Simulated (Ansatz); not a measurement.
Input file:

```
crystal:
  periodic: [false, false, false]
  atoms:
    - {symbol: C, position_ang: [-0.400370, 0.968075, -0.591777]}
    - {symbol: N, position_ang: [0.786814, 0.225503, -0.210672]}
    - {symbol: Si, position_ang: [0.101191, -1.014781, 0.755945]}
    - {symbol: S, position_ang: [-1.686068, 0.103248, 0.420672]}
    - {symbol: H, position_ang: [-0.656320, 0.882165, -1.651923]}
    - {symbol: H, position_ang: [-0.366042, 2.023898, -0.308251]}
    - {symbol: H, position_ang: [1.600793, 0.270670, -0.798518]}
    - {symbol: H, position_ang: [0.131715, -2.400102, 0.204969]}
    - {symbol: H, position_ang: [0.576686, -1.104975, 2.162455]}
basis:
  gaussian: {orbitals: def2-TZVPP}
hamiltonian: {xc: pbe0, dispersion: d4}
output: {orbitals: {seedname: orbitals}}
```

Launched as:

```sh
ansatz run in.yaml --threads 2 --pin off --events-out ev --progress --plain --max-ram 4352MiB
```

Geometry: PBE0-D4/def2-TZVP.

The calculation used Ansatz 0.2.0, RKS PBE0-D4/def2-TZVPP.

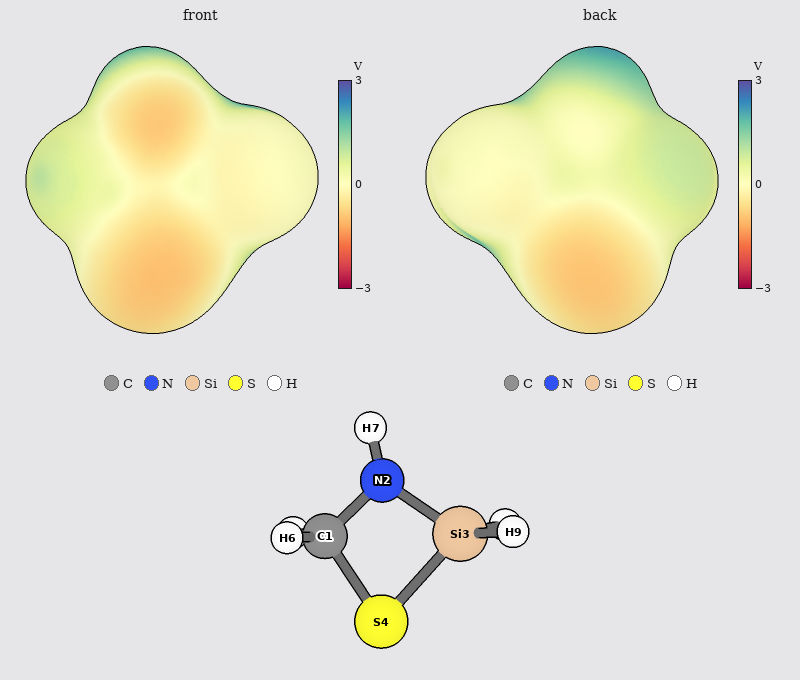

CH5NSSi (SMILES C1N[SiH2]S1). The molecular electrostatic potential painted on the density surface at 0.002 e/bohr³, seen from the front and from behind; the colour scale runs from red (negative) to blue (positive). The bare structure is drawn below in the same view.

### Where is the surface potential most negative and most positive?

The most negative region (about −1.0 V, or −23 kcal/mol for a unit charge) lies over S4, the most positive (about +2.0 V, or +46 kcal/mol for a unit charge) over Si3 and H7.
